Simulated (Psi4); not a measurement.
# CH3BCl (SMILES C[B]Cl): UB3LYP/aug-cc-pVDZ

What is the vertical ionisation energy of CH3BCl at UB3LYP/aug-cc-pVDZ? 

The calculation is run with Psi4 1.11.

2 further runs of the same task are left out: 2 set aside as unsound or not needed.

## (1) Starting point

CH3BCl has 6 atoms, charge 0, and is taken as a doublet. As SMILES, `C[B]Cl`. Geometry: relaxed at PBE0-D4/def2-TZVP.

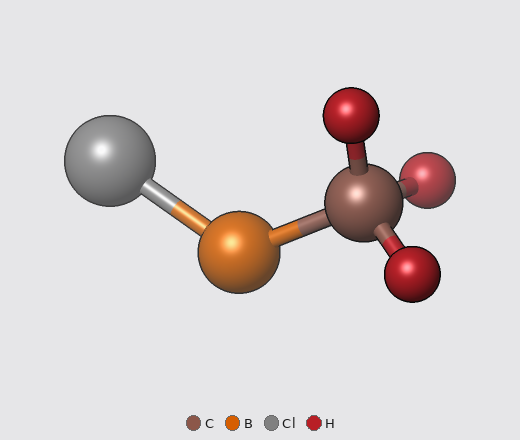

The structure, seen from a chosen angle (carbon brown, boron orange, chlorine grey, hydrogen red).

## (2) Energy and gradient at UB3LYP/aug-cc-pVDZ

The input, ch3bcl.in:

```
memory 2200 MB

molecule m {
  0 2
  C     -0.289900     0.325200    -0.312400
  B      0.195300    -1.059500     0.167700
  Cl     1.467800    -1.355700     1.297800
  H     -1.073500     0.641700     0.390700
  H      0.494200     1.088800    -0.289700
  H     -0.752000     0.295400    -1.300400
  symmetry c1
  no_reorient
  no_com
}

set basis aug-cc-pVDZ
set reference uks
set puream true
set e_convergence 1e-09
set d_convergence 1e-08
set scf_type pk
set dft_radial_points 99
set dft_spherical_points 590
set maxiter 100

e, wfn = gradient("b3lyp", return_wfn=True)
oeprop(wfn, "DIPOLE", "MULLIKEN_CHARGES", "MAYER_INDICES", title="B3LYP")
print_variables()
```

Run with:

```sh
$ psi4 -n 1 ch3bcl.in ch3bcl.out
```

ch3bcl.out (excerpt; [...] marks lines left out):

```text
[...]
  Running in c1 symmetry.
[...]
  Nuclear repulsion =   76.029351716677780
[...]
  Multiplicity = 2
[...]
  Nalpha       = 16
  Nbeta        = 15
[...]
    Number of basis functions: 100
[...]
   @UKS iter   1:  -524.60609393812638   -1.19437e-01   8.09013e-03 DIIS/ADIIS
[...]
   @UKS iter  13:  -524.96121928194248   -6.36646e-12   4.06203e-09 DIIS
[...]
   @S^2 Observed:                7.519817811E-01
[...]
    Orbital Energies [Eh]
    ---------------------
    Alpha Occupied:
       1A   -101.561504     2A    -10.184819     3A     -9.480400
       4A     -7.239914     5A     -7.235395     6A     -7.234025
       7A     -6.824562     8A     -0.859759     9A     -0.725262
      10A     -0.492922    11A     -0.432291    12A     -0.426127
      13A     -0.399523    14A     -0.358882    15A     -0.349392
      16A     -0.200243
    Alpha Virtual:
      17A     -0.058993    18A     -0.007605    19A      0.015113
      20A      0.019044    21A      0.019958    22A      0.042031
      23A      0.051795    24A      0.055498    25A      0.081658
[...]
  @UKS Final Energy:  -524.96121928194248
   => Energetics <=
    Nuclear Repulsion Energy =             76.0293517166777804
    One-Electron Energy =                -871.9081291145253090
    Two-Electron Energy =                 302.2366791622282562
    DFT Exchange-Correlation Energy =     -31.3191210463231364
    Empirical Dispersion Energy =           0.0000000000000000
    VV10 Nonlocal Energy =                  0.0000000000000000
    Total Energy =                       -524.9612192819424763
[...]
  -Total Gradient:
     Atom            X                  Y                   Z
    ------   -----------------  -----------------  -----------------
       1       -0.000142245705     0.001486472176    -0.000021219414
       2        0.006726225094     0.000831787091     0.006129797470
       3       -0.008464955740     0.002456183745    -0.007627299668
       4        0.003174198109    -0.001403437035    -0.002597019281
       5       -0.003316474797    -0.003261818760     0.000041306036
       6        0.002019539428    -0.000113299109     0.004067775337
[...]
 Multipole Moments:
 ------------------------------------------------------------------------------------
     Multipole            Electronic (a.u.)      Nuclear  (a.u.)        Total (a.u.)
 ------------------------------------------------------------------------------------
 L = 1.  Multiply by 2.5417464519 to convert [e a0] to [Debye]
 Dipole X            :        -43.3885693           43.1961157           -0.1924536
 Dipole Y            :         46.5251181          -46.0475234            0.4775947
 Dipole Z            :        -37.6266886           37.4681668           -0.1585218
 Magnitude           :                                                    0.5387617
[...]
  Mulliken Charges: (a.u.)
   Center  Symbol    Alpha    Beta     Spin     Total
       1     C     2.42817  2.40730  0.02087  1.16453
       2     B     2.96615  2.09732  0.86883 -0.06346
       3    CL     8.56583  8.49842  0.06741 -0.06425
       4     H     0.65164  0.64817  0.00347 -0.29981
       5     H     0.72398  0.67115  0.05283 -0.39514
       6     H     0.66422  0.67764 -0.01342 -0.34186
   Total alpha = 16.00000, Total beta = 15.00000, Total charge = -0.00000
  Mayer Bond Indices:
[...]
```

Run time: 84 s. Hardware: 1 thread of AMD EPYC 7R43 (Zen 3), shared host; peak memory 0.98 GiB.

## (3) The singlet cation, same level

The input, ch3bcl.py:

```python
import psi4

psi4.set_memory(2200000000)
psi4.set_num_threads(1)
psi4.core.set_output_file('run.log', False)

mol = psi4.geometry("""
1 1
C     -0.289900     0.325200    -0.312400
B      0.195300    -1.059500     0.167700
Cl     1.467800    -1.355700     1.297800
H     -1.073500     0.641700     0.390700
H      0.494200     1.088800    -0.289700
H     -0.752000     0.295400    -1.300400
units angstrom
symmetry c1
""")

options = {'basis': 'aug-cc-pVDZ', 'puream': True, 'e_convergence': 1e-09, 'd_convergence': 1e-08, 'scf_type': 'pk', 'dft_radial_points': 99, 'dft_spherical_points': 590}
psi4.set_options(options)

e = psi4.gradient("B3LYP")
print('gradient / Eh bohr^-1')
print(e.np.round(6))
```

Run with:

```sh
$ python ch3bcl.py
```

run.log (excerpt; [...] marks lines left out):

```text
[...]
  Running in c1 symmetry.
[...]
  Nuclear repulsion =   76.029351716677795
[...]
  Multiplicity = 1
[...]
  Nalpha       = 15
  Nbeta        = 15
[...]
    Number of basis functions: 100
[...]
   @RKS iter   1:  -524.38359030519132    1.03066e-01   7.35780e-03 ADIIS/DIIS
[...]
   @RKS iter  11:  -524.66411566371960   -2.75122e-11   9.43622e-09 DIIS
[...]
  @RKS Final Energy:  -524.66411566371960
   => Energetics <=
    Nuclear Repulsion Energy =             76.0293517166777946
    One-Electron Energy =                -863.8205343316178642
    Two-Electron Energy =                 294.1723015196869255
    DFT Exchange-Correlation Energy =     -31.0452345684664266
    Empirical Dispersion Energy =           0.0000000000000000
    VV10 Nonlocal Energy =                  0.0000000000000000
    Total Energy =                       -524.6641156637195991
[...]
 Multipole Moments:
 ------------------------------------------------------------------------------------
     Multipole            Electronic (a.u.)      Nuclear  (a.u.)        Total (a.u.)
 ------------------------------------------------------------------------------------
 L = 1.  Multiply by 2.5417464519 to convert [e a0] to [Debye]
 Dipole X            :          2.5523884           -3.5303973           -0.9780090
 Dipole Y            :         -4.6692950            4.9722252            0.3029302
 Dipole Z            :          2.3133921           -3.1260542           -0.8126621
 Magnitude           :                                                    1.3071679
[...]
  -Total Gradient:
     Atom            X                  Y                   Z
    ------   -----------------  -----------------  -----------------
       1        0.027884522823     0.029153551964     0.016653332191
       2       -0.062338323782    -0.052213992231    -0.047393779072
       3        0.036577743722     0.020779901975     0.029782409575
       4        0.005402249984     0.000518956176    -0.003761841564
       5       -0.011567018222     0.006106681176    -0.001293424298
       6        0.004037062576    -0.004348915591     0.006006530981
[...]
```

The script printed:

```text
gradient / Eh bohr^-1
[[ 0.027885  0.029154  0.016653]
 [-0.062338 -0.052214 -0.047394]
 [ 0.036578  0.02078   0.029782]
 [ 0.005402  0.000519 -0.003762]
 [-0.011567  0.006107 -0.001293]
 [ 0.004037 -0.004349  0.006007]]
```

It took 52 s on 1 thread of AMD EPYC 7R43 (Zen 3), shared host; peak memory 0.98 GiB.

## (4) Outcome

Level: UB3LYP/aug-cc-pVDZ.

```
                                          quantity          value
                      doublet CH3BCl: total energy  -524.96122 Eh
                     doublet CH3BCl: dipole moment         1.37 D
doublet CH3BCl: HOMO energy (highest over α and β)       -5.45 eV
 doublet CH3BCl: LUMO energy (lowest over α and β)       -1.88 eV
                              doublet CH3BCl: ⟨S²⟩          0.752
          doublet CH3BCl: largest force on an atom     0.599 eV/Å
                      singlet cation: total energy  -524.66412 Eh
                       singlet cation: HOMO energy      -16.14 eV
                       singlet cation: LUMO energy      -10.53 eV
                     singlet cation: HOMO–LUMO gap        5.62 eV
          singlet cation: largest force on an atom     4.840 eV/Å
vertical ionisation energy (to the singlet cation)       8.085 eV
```

In words: The vertical ionisation energy comes to 8.08 eV (780 kJ/mol). The largest force (doublet CH3BCl) is 0.60 eV/Å: the shape isn't a stationary point for this species at this level. Only the singlet of the ionised species was computed; a triplet could lie lower.
